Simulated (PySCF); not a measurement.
Vertical excitations of a molecule C₄H₆ClF from PySCF with TDA-B3LYP/def2-SVPD, as energy in eV (oscillator strength): 7.16 (0.014), 7.42 (0.040), 7.63 (0.027), 7.82 (0.016), 8.06 (0.003), 8.14 (0.083), 8.24 (0.012), 8.34 (0.057), 8.47 (0.011), 8.55 (0.007). Lowest triplet (TDA): 6.45 eV. Geometry optimised at r2SCAN-D4/def2-SVP. One conformer was computed; it need not be the lowest.

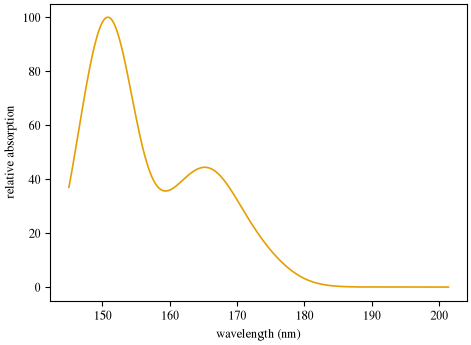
The lines broadened by 0.4 eV.

### Question
Pick the molecule that these values belong to.
A. C/C(F)=C(\C)Cl
B. C[C@@H]1[C@H](F)[C@@H]1Cl
C. F[C@H](Cl)C1CC1
D. F[C@H]1C[C@@H](Cl)C1

### Answer
C, F[C@H](Cl)C1CC1
